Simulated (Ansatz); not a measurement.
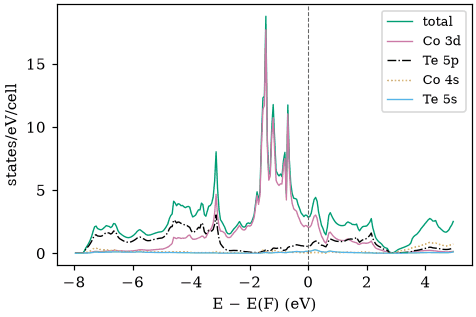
Figure. Total and projected density of states of CoTe (NiAs type, P6_3/mmc), PBEsol (plane waves, PAW; program Ansatz)

### Question
Which orbitals carry the states next to the Fermi level?

### Answer
Within 0.5 eV of the Fermi level: Co 3d 72 %, Te 5p 20 %. Projections are on Löwdin-orthogonalised atomic valence shells; empty p or d shells of many metals are not among them.

### Question
Where is the tallest occupied peak in this window, and what makes it?

### Answer
Near -1.4 eV, about 19 states/eV per cell; the largest projected share is Co 3d.

The first step of the workflow began from a Materials Project structure, measured or hypothetical; the Crystallography Open Database files this formula in space group No. 194, but the cells were not matched. Its standing as an ambient phase is unchecked. Symmetry was held in the PBEsol relaxation; of distortions, only those at the zone centre were tested. No spin polarisation was allowed. Spin–orbit coupling is left out wherever it is not named.

Potentials: the later of the program's two PAW sets.
